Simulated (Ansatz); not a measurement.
# C2H9NOSi: what the fields show

```
atom    x (Å)    y (Å)    z (Å)
   C  -1.3671   0.5205   0.3998
   N  -0.0732  -0.0359   0.0549
  Si   0.1992  -1.7345   0.1194
   C   0.7697   0.8368  -0.7055
   O   1.2099   1.9523   0.0326
   H  -1.2448   1.4972   0.8741
   H  -1.8835  -0.1327   1.1064
   H  -2.0126   0.6467  -0.4805
   H   1.6671  -1.9543   0.0431
   H  -0.4420  -2.5158  -0.9813
   H  -0.3528  -2.2509   1.3999
   H   1.6201   0.2558  -1.0858
   H   0.2377   1.2676  -1.5632
   H   1.6596   1.6182   0.8150
```

Geometry: PBE0-D4/def2-TZVP.

Level of theory: RKS PBE0-D4/def2-TZVPP (Ansatz 0.2.0).

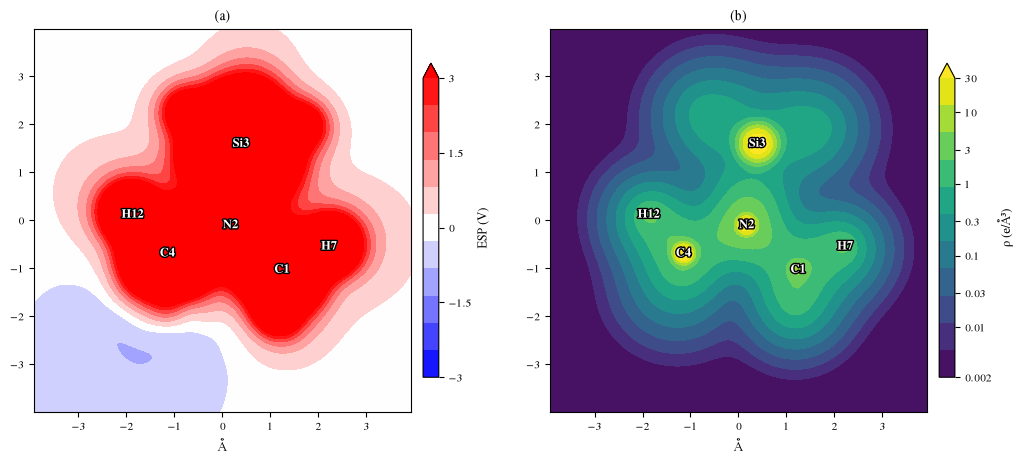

Figure 1. (a) molecular electrostatic potential; (b) electron density on the plane of atoms N2, C4 and H12.

Q: Interpret the plot.

A: The plane passes through C, N, Si and H nuclei.
C–N (1.43 Å): ρ at the midpoint is about 2 e/Å³.
Si–N (1.72 Å): ρ is about 1.1 e/Å³ halfway.
C–H (1.09 Å): ρ at the midpoint is about 2 e/Å³.
Outside the dense part of the molecule the potential is most negative (−0.8 V) near O5, which lies off the plane.

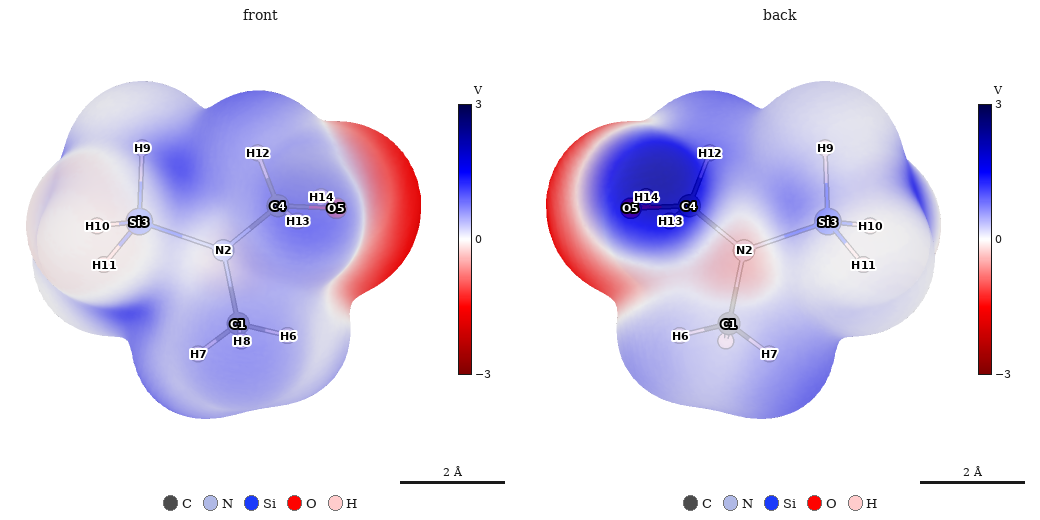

Figure 2. The electrostatic potential painted on the density surface at 0.002 e/bohr³, seen from the front and from behind; the colour scale runs from red (negative) to blue (positive).

Q: Where is the surface potential most negative and most positive?

A: The most negative region (about −1.6 V) lies over O5, the most positive (about +2.2 V) over H14. O5 is the likeliest acceptor of a hydrogen bond.

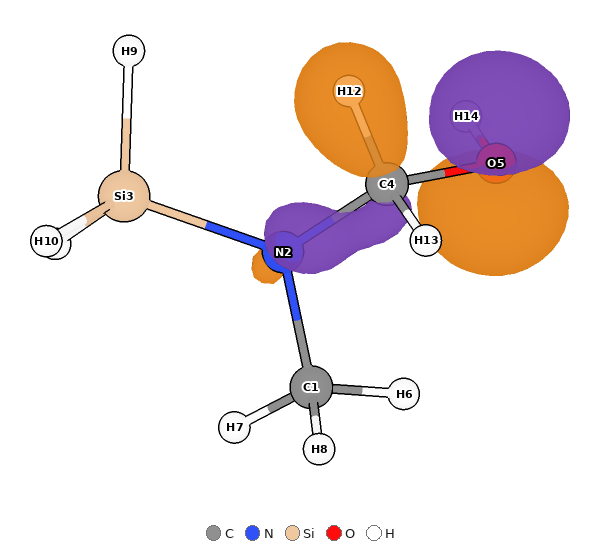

Figure 3. The HOMO−1 at ±0.2 Å⁻³ᐟ² (orange and purple are the two phases), seen at a tilt.

Q: Where does this orbital lie, and at what energy?

A: It lies mainly on O5 (about 65 %), C4 (about 10 %) and H12 (about 10 %). Its energy is −8.31 eV.
